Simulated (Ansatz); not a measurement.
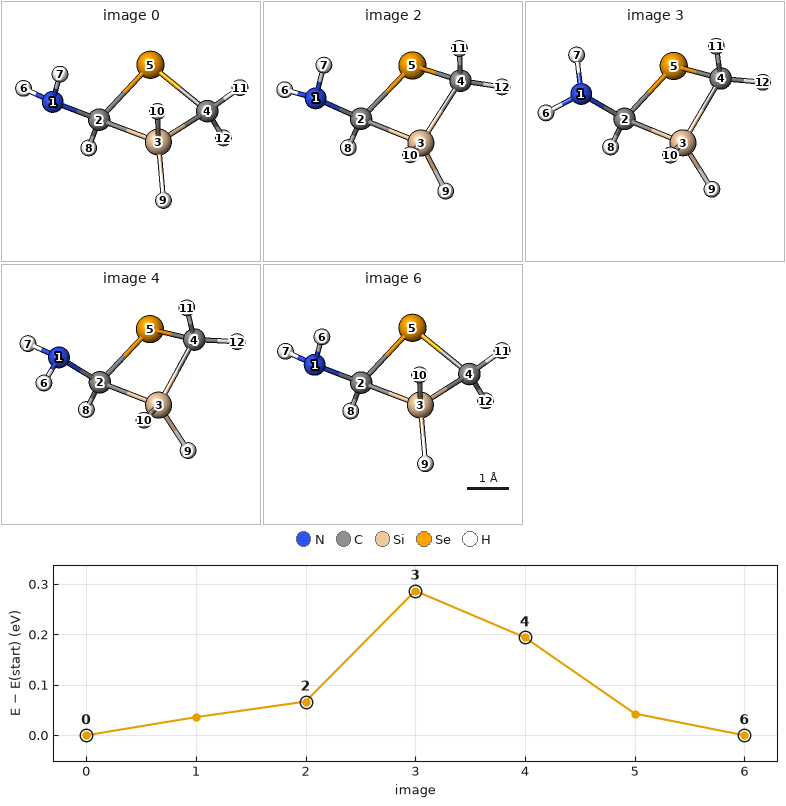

A nudged-elastic-band calculation for C2H7NSeSi. Images are numbered from 0 (start) to 6 (end). A ball-and-stick model, seen from a free direction.

Theory: RKS PBE0-D4/def2-SVP (Ansatz 0.2.0). Set-up: 5 movable images; climbing image; force threshold 0.05 eV/Å; iteration limit 60; starting path through a guess of the saddle point.

Q: Describe the mechanism and the energy profile.

A: The two ends have the same energy, and the highest point, image 3, lies 0.287 eV above the start. The motion is a rotation about the N1–C2 bond. No bond forms or breaks between the ends. Bond angles that change up to the highest image, for instance: C4–Si3–H9 118.6° → 110.0°, C2–Si3–H10 108.2° → 116.2°. The band converged in 15 iterations. The largest component of the band force went from 34 to 0.049 eV/Å. The climbing image converged on the top of the path. Its vibrational analysis gives one imaginary mode (320i cm⁻¹), as a transition state must have.

Cost: 3 min on 2 threads of Intel(R) Xeon(R) 6975P-C (Granite Rapids), with other jobs on the host, peak memory 0.4 GiB.
